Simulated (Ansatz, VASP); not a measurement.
## AlGaAsN: VASP beside Ansatz

Aim: how closely do two programs agree when they are given the same cell, functional and k mesh? The cell is invented: As first built, before any earlier steps moved the atoms: it takes the AlGaN2 structure with some of its atoms replaced by other elements, volume scaled by an estimate. It may not be a known or stable phase. The cell comes out of the VASP series on this material, whose earlier steps may have relaxed, scaled or displaced it; both programs get it as it stands.

Main program and level: Ansatz 0.2.0; plane waves, with VASP 6.6.1 beside it; relaxation of cell and atoms at revPBE.

### 1. The structure

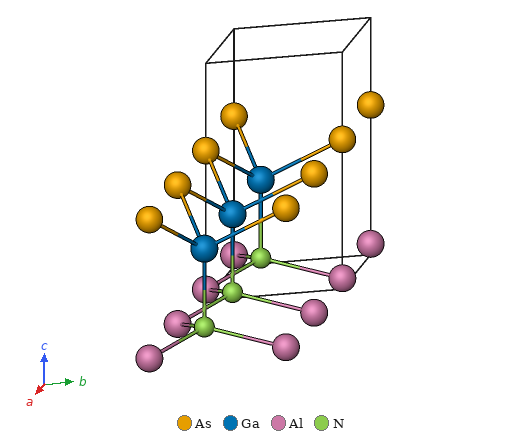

The starting structure, seen slightly off an axis (arsenic orange, gallium blue, aluminium pink, nitrogen green). 3×1×1 cells are drawn. Bonds to atoms that aren't drawn are left out. Some periodic images of atoms are drawn too.

As a file:

```
As Ga Al N
1.0
     3.57651    0.00000    0.00000
    -1.78825    3.09735    0.00000
     0.00000    0.00000    6.06436
As Ga Al N
1 1 1 1
Cartesian
  0.0000 0.0000 3.8304
  1.7883 1.0324 2.6959
  0.0000 0.0000 0.2780
  1.7883 1.0324 0.6937
```

### 2. Ansatz: relaxation of cell and atoms, revPBE

Ansatz runs on its default PAW (the set named soft_2) files.

The relaxed volume is the usual yardstick between codes: its relative difference is about their pressure difference at one cell divided by the bulk modulus.

The input, input.yaml:

```yaml
crystal:
  lattice:
    - [3.5765096863, 0.0, 0.0]
    - [-1.7882548431, 3.0973479834, 0.0]
    - [0.0, 0.0, 6.064357371]
  atoms:
    - { symbol: As, position: [0.0, 0.0, 0.6316196571] }
    - { symbol: Ga, position: [0.66666667, 0.33333333, 0.4445550601] }
    - { symbol: Al, position: [0.0, 0.0, 0.0458366392] }
    - { symbol: "N", position: [0.66666667, 0.33333333, 0.1143886537] }
hamiltonian:
  xc: revpbe
  pseudopotentials: { kind: paw }
kpoints:
  mp_grid: { grid: [6, 6, 3] }
scf:
  occupations: { method: gaussian, width: 0.05 }
relax:
  f_tol: 0.01
  max_steps: 60
  cell: { stress_tol: 0.05 }
output:
  forces: true
  stress: true
```

The run is started by

```console
$ ansatz run input.yaml --threads 4 --pin off --max-ram 9216MiB --backend cpu --events-out ev --progress --plain --runs-dir out
```

Numbers of over 12 decimals in the logs are rounded to 6 here.

Output:

```text
Engine: ansatz 0.2.0, aarch64-unknown-linux-gnu
Pseudopotentials: kind: paw
Pseudopotential: As, paw, valence charge 15, recommended cutoff 420 eV (normal), As.paw.azcp
Pseudopotential: Ga, paw, valence charge 13, recommended cutoff 420 eV (normal), Ga.paw.azcp
Pseudopotential: Al, paw, valence charge 3, recommended cutoff 420 eV (normal), Al.paw.azcp
Pseudopotential: N, paw, valence charge 5, recommended cutoff 420 eV (normal), N.paw.azcp
Functional definition: revPBE
  parameter kappa = 1.245
  parameter beta = 0.066725
  exchange = pbe_x(kappa = kappa, mu = beta*pi^2/3)
  correlation = pbe_c(beta = beta)
Crystal: 4 atoms, lattice volume = 67.179 Å³
Basis set: ecut = 420 eV, 1287 PW (Γ), exchange–correlation on 48×48×90 points (8 copies of the dense FFT grid, shifted against one another)
Bands: 22, of which v1, the nominal top of the filled ones, is band 18 counted from 1 (17 counted from 0)
Symmetry: 6 space group operations
Space group: P3m1 (ITA 156), of the structure as read, at distance tolerance 4.1e-5 Å
k-points: 17 of 108 (time reversal used)
Non-local potential: As, projectors of the file, l = 0: 2, l = 1: 2, l = 2: 3, l = 3: 1
Non-local potential: Ga, projectors of the file, l = 0: 2, l = 1: 2, l = 2: 3, l = 3: 1
Non-local potential: Al, projectors of the file, l = 0: 2, l = 1: 2, l = 2: 1
Non-local potential: N, projectors of the file, l = 0: 2, l = 1: 2, l = 2: 1
PAW form: soft (Blöchl's): semilocal exchange-correlation on the pseudo side does not see the compensation charge
PAW frozen core: As, regenerated for the run's functional, and the local potential with it (the file was generated under x = pbe(κ = 0.804, μ = 0.219515), c = pbe(β = 0.066725))
PAW frozen core: Ga, regenerated for the run's functional, and the local potential with it (the file was generated under x = pbe(κ = 0.804, μ = 0.219515), c = pbe(β = 0.066725))
PAW frozen core: Al, regenerated for the run's functional, and the local potential with it (the file was generated under x = pbe(κ = 0.804, μ = 0.219515), c = pbe(β = 0.066725))
PAW frozen core: N, regenerated for the run's functional, and the local potential with it (the file was generated under x = pbe(κ = 0.804, μ = 0.219515), c = pbe(β = 0.066725))
PAW one-centre angular grid: As, 590 points (default); XC on 64 Gauss nodes
PAW one-centre angular grid: Ga, 590 points (default); XC on 64 Gauss nodes
PAW one-centre angular grid: Al, 110 points (default); XC on 64 Gauss nodes
PAW one-centre angular grid: N, 110 points (default); XC on 64 Gauss nodes
Initial density: superposition of atomic densities (neutral atoms: chi_scale 0, normalization atom), corrected by the library's trained network
Initial wavefunctions: pseudopotential atomic-orbital guess
Functional: x = revpbe(κ = 1.245, μ = 0.219515), c = pbe(β = 0.066725)
SCF iter   1: F=—  HF=-9573.210199 eV  |F-HF|=—  |Δ(HF+E_count)|=         —  Δρ=2.79e-3  dr2=5.01e-3  ethr=1.77e-3  ⟨swp⟩=5.9  Hψ=1857  notcnv=0
preconditioner: auto → Resta (q_TF=auto, 2.459 Å⁻¹)  ε∞=4.1  [insulator: Δε(μ)=0.173 eV  Ē_g=13.027 eV  σ=0.050 eV  W_gap=0.83  n_scr=22 (ndim 8)  ℏωp=23.1 eV  f_vac=0.002  D(μ)=0.79/eV (n_scr^D=2)  ε∞_Penn≈4.1]
SCF iter   2: F=—  HF=-9573.209844 eV  |F-HF|=—  |Δ(HF+E_count)|=   3.55e-4  Δρ=1.33e-3  dr2=1.29e-3  ethr=1.39e-5  ⟨swp⟩=2.2  Hψ=752  notcnv=0
SCF iter   3: F=—  HF=-9573.210167 eV  |F-HF|=—  |Δ(HF+E_count)|=   3.23e-4  Δρ=7.46e-4  dr2=4.02e-4  ethr=3.57e-6  ⟨swp⟩=2.0  Hψ=543  notcnv=0
SCF iter   4: F=—  HF=-9573.210430 eV  |F-HF|=—  |Δ(HF+E_count)|=   2.63e-4  Δρ=1.73e-4  dr2=2.59e-5  ethr=1.12e-6  ⟨swp⟩=2.1  Hψ=512  notcnv=0
SCF iter   5: F=—  HF=-9573.210469 eV  |F-HF|=—  |Δ(HF+E_count)|=   3.95e-5  Δρ=6.10e-5  dr2=3.54e-6  ethr=7.21e-8  ⟨swp⟩=2.0  Hψ=678  notcnv=0
SCF iter   6: F=—  HF=-9573.210469 eV  |F-HF|=—  |Δ(HF+E_count)|=   3.65e-7  Δρ=2.30e-5  dr2=3.93e-7  ethr=9.83e-9  ⟨swp⟩=2.0  Hψ=676  notcnv=0
SCF iter   7: F=-9573.210469 eV  HF=-9573.210469 eV  |F-HF|=4.85e-8  |Δ(HF+E_count)|=   4.41e-7  Δρ=1.03e-5  dr2=8.94e-8  ethr=2.78e-10  ⟨swp⟩=4.3  Hψ=1357  notcnv=0
SCF 1 converged in 7 iterations: F = -9573.210469 eV  dr2 = 8.94e-8
  greatest PAW one-centre occupation: 0.999 electrons in one spin orbital (limit 2), on the As atom at site 0 (counted from 0), in its partial waves of l = 2
relax step   1: F+E_penalty+E_count = -9573.21046910 eV  Δ(F+E_penalty+E_count) = +0.000e0 eV  max|allowed force component| = 1.156e-1 eV/Å  Δτ_max = 0.0000 Å  P = +0.411 GPa  Ω = 67.179 Å³  (7 SCF iters, dr2 threshold 1.00e-7 eV, accepted)
[...]
relax step   2: F+E_penalty+E_count = -9573.21192122 eV  Δ(F+E_penalty+E_count) = -1.452e-3 eV  max|allowed force component| = 2.756e-2 eV/Å  Δτ_max = 0.0071 Å  P = +0.014 GPa  Ω = 67.401 Å³  energy of the carried Pulay correction = -2.215e-4 eV  (5 SCF iters, dr2 threshold 4.00e-7 eV, accepted)
[...]
relax step   3: F+E_penalty+E_count = -9573.21196743 eV  Δ(F+E_penalty+E_count) = -4.622e-5 eV  max|allowed force component| = 1.169e-2 eV/Å  Δτ_max = 0.0018 Å  P = -0.002 GPa  Ω = 67.399 Å³  energy of the carried Pulay correction = -2.199e-4 eV  (5 SCF iters, dr2 threshold 4.75e-8 eV, accepted)
[...]
relax step   4: F+E_penalty+E_count = -9573.21197445 eV  Δ(F+E_penalty+E_count) = -7.019e-6 eV  max|allowed force component| = 4.049e-3 eV/Å  Δτ_max = 0.0004 Å  P = -0.005 GPa  Ω = 67.399 Å³  energy of the carried Pulay correction = -2.202e-4 eV  (4 SCF iters, dr2 threshold 8.54e-9 eV, accepted)
[...]
relax step   5: F+E_penalty+E_count = -9573.21227085 eV  Δ(F+E_penalty+E_count) = -2.964e-4 eV  max|allowed force component| = 4.039e-3 eV/Å  Δτ_max = 0.0000 Å  P = -0.000 GPa  Ω = 67.399 Å³  stress off target by 3.50e-2 GPa  SCF on the basis re-selected at this cell (its energy is not comparable with the rows above)  (5 SCF iters)
basis re-selected at this cell: Δ(F+E_penalty+E_count) = -2.964e-4 eV, ΔP = +0.005 GPa vs the last step (what re-selecting the basis moved, of the pressure what is left beyond the Pulay correction that the steps carried, after the strain that the cell walked since its last selection, with what the two solves' SCF thresholds leave and, on support functions, any second-order correction that the steps lacked; it is no m [...]
SCF converged after 5 iterations
Free energy (F): -9573.212271 eV
Harris-Foulkes:  -9573.212271 eV  (|F-HF|=3.82e-11)
Internal energy: -9573.211289 eV  (E = F + TS)
E sigma→0 (E₀):  -9573.211780 eV
Entropy (-TS):   -0.000982 eV (-0.245 meV/atom)
Fermi energy:    9.219368 eV
--- Per-component energies (eV) ---
  E_band       = -282.400805
  E_kinetic    = 370.805770
  E_local      = -4810.279403  (includes V_loc(G=0)·N_el)
  E_nonlocal   = -192.770273
  E_hartree    = 2395.573452
  E_xc         = -248.588346
  E_vxc        = -242.705590  (∫ρ·V_xc dr)
  E_paw        = -4428.686252  (= ΣΔE_a)
  E_vpaw       = -198.598414  (= ΣTr[D̂ρ^β])
  E_aug_tail   = 0.000005  (compensation charges beyond the density's cutoff)
  E_ewald      = -2658.980347
  E_core_change = -0.285895  (= ΣΔE_core)
  E_smearing   = -0.000982  (= −TS)
  E_closure    = 0.000000  (closes the sum)
  Σ components = -9573.212271   (vs F -9573.212271, Δ=0.00e0)
--- Forces (eV/Å), atoms counted from 1 ---
  atom   1  As    -0.00000000    -0.00000000    -0.00291541
  atom   2  Ga     0.00000000     0.00000000     0.00403930
  atom   3  Al    -0.00000000    -0.00000000     0.00151210
  atom   4  N     -0.00000000    -0.00000000    -0.00263674
  max |Σ_I F_I| component: 7.45e-7 eV/Å
--- Stress (GPa, compression-positive) ---
       -0.017776      -0.000000       0.000000
        0.000000      -0.017776      -0.000000
        0.000000      -0.000000       0.035033
  P = ⅓ Tr σ = -0.0002 GPa (-0.002 kbar)
--- Relaxed structure (4 steps of the walk, 4 accepted, 1 SCFs on fresh bases) ---
  F+E_penalty+E_count = -9573.21227085 eV   max|allowed force component| = 4.039e-3 eV/Å   (the final SCF, on the basis selected at the relaxed cell)
  cell:  # Å, volume = 67.3995 Å³
    - [3.572785, -2.883750809149198e-11, 0]
    - [-1.786392, 3.094122, 0]
    - [0, 0, 6.096942]
  atoms:
    - { symbol: As, position: [1.8503717008154225e-17, -1.8503717008154225e-17, 0.631805] }
    - { symbol: Ga, position: [0.666667, 0.333333, 0.443352] }
    - { symbol: Al, position: [1.8503717008154225e-17, -1.8503717008154225e-17, 0.046468] }
    - { symbol: N, position: [0.666667, 0.333333, 0.114775] }
```

Run time: 6.3 s. Hardware: 4 threads of Arm Neoverse N1, shared host; peak memory 0.41 GiB.

(Continued in part 2 of 2.)

[Lines on the potential files, build, host, timing and source positions are cut from VASP's logs without a mark.]

[Logs are printed without paths, hosts, clocks, repeated set-up lines and the standing remarks that a program may print on its own settings, such as how far it seeks lower states.]

[Hosts, paths, dates, database ids (printed as entryN), source tags and the programs' standing remarks are cut or masked in the printed files.]
